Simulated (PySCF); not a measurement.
Coordinates of C₇H₈N₂, SMILES C/N=C/c1cccnc1 (Å):

```xyz
17

C      3.2770     0.0402     0.0170
N      1.8952     0.3533     0.1565
C      1.0269    -0.5604     0.1389
C     -0.3898    -0.2671     0.2820
C     -0.8577     1.0403     0.4313
C     -2.2168     1.2540     0.5567
C     -3.0643     0.1534     0.5268
N     -2.6353    -1.0902     0.3912
C     -1.3371    -1.2922     0.2736
H      3.7974     0.4005     0.9061
H      3.6680     0.5932    -0.8387
H      3.4770    -1.0328    -0.1157
H      1.2840    -1.6247     0.0152
H     -0.1462     1.8515     0.4437
H     -2.6157     2.2501     0.6734
H     -4.1368     0.2692     0.6159
H     -1.0326    -2.3263     0.1656
```

GIAO shifts, PBE0/pcSseg-1, PySCF, at a GFN2-xTB geometry (no frequency check), against NH₃ for ¹⁵N, TMS for ¹H and TMS for ¹³C computed at the same level (¹⁵N: a single molecule, while the usual scales start at liquid NH₃ or nitromethane; multiply bonded nitrogen can come out tens of ppm too deshielded). Gas phase, fully decoupled, line heights follow the number of nuclei, widths are arbitrary (no quadrupolar broadening); values of one conformer, averaged over methyl-type rotors and exact or near symmetry; other conformers aren't averaged in.

Q: How many ¹⁵N lines appear, and where?

A: 2 signals.


| δ (ppm) | nuclei | atoms |
| --- | --- | --- |
| 380.2 | 1 | N2 |
| 358.5 | 1 | N8 |

Q: How many ¹H lines appear, and where?

A: 6 signals.


```csv
δ (ppm),nuclei,atoms
8.96,1,H16
8.95,1,H14
8.90,1,H17
8.39,1,H13
7.52,1,H15
3.97,3,"H10, H11, H12"
```

The order of signals that lie close, as those under 0.08 ppm apart, is within the error of the method.

Q: How many ¹³C lines appear, and where?

A: 7 signals.


| δ (ppm) | nuclei | atoms |
| --- | --- | --- |
| 162.6 | 1 | C3 |
| 157.8 | 1 | C9 |
| 157.6 | 1 | C7 |
| 140.7 | 1 | C5 |
| 136.5 | 1 | C4 |
| 128.7 | 1 | C6 |
| 52.0 | 1 | C1 |

The order of signals that lie close, as those under 2 ppm apart, is within the error of the method.

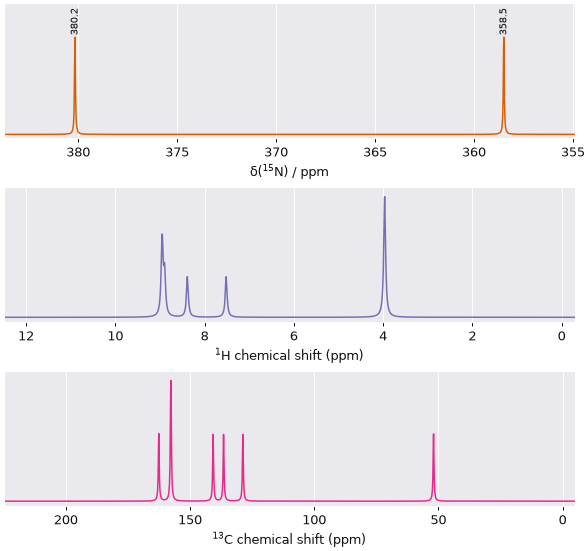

Caveats: the tight-binding geometry is rougher than a DFT one and adds to the error.
